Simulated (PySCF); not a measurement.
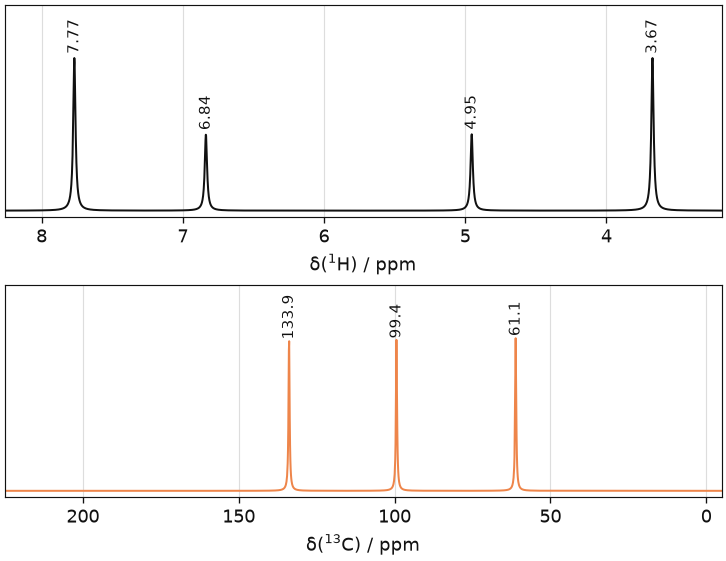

GIAO shifts, PBE0/pcSseg-1 with PySCF, at a PBE0-D3(BJ)/def2-SVP geometry (no frequency check), against TMS for ¹H and TMS for ¹³C computed at the same level. Gas phase, fully decoupled, line heights follow the number of nuclei, widths are arbitrary (no quadrupolar broadening); values of one conformer, averaged over nuclei that symmetry or rotation about single bonds exchange, these motions taken as fast; other conformers aren't averaged in.

Which molecule was computed?
A. C₃H₁₀GeSi₂, SMILES CC#[C][GeH2][SiH2][SiH3], singlet
B. C₄H₁₂Cl₂Si₂, SMILES C[Si](C)(Cl)[Si](C)(C)Cl
C. C₄H₇F, SMILES C=C(F)CC
D. C₃H₆B₂, SMILES BCBC#C

Answer. Option D. Its ¹H signals: 7.77 (2 H), 6.84 (1 H), 4.95 (1 H), 3.67 (2 H) ppm. Its ¹³C signals: 133.9 (1 C), 99.4 (1 C), 61.1 (1 C) ppm.
